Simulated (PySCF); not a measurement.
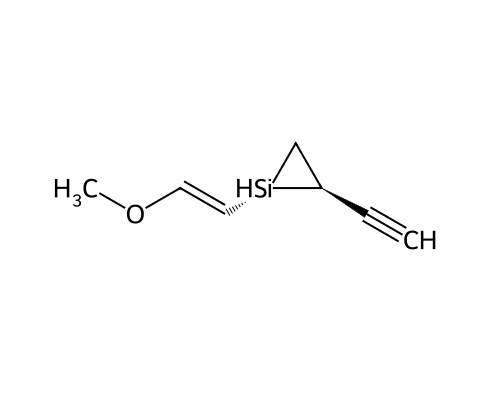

Computed geometry: PBE0-D3(BJ)/def2-SVP optimisation. No frequency run is at hand to confirm it as a minimum. Level of theory: ωB97X-D/def2-SVPD, gas phase (PySCF 2.14.0). Excitations: vertical, linear response.

> Give the lowest vertical singlet excitation at this level.

5.51 eV.

> Estimate the mean static polarisability.

118.5 bohr³.

> Estimate the dipole moment.

3.20 D.

> Estimate the LUMO energy (Kohn–Sham orbital).

1.36 eV.
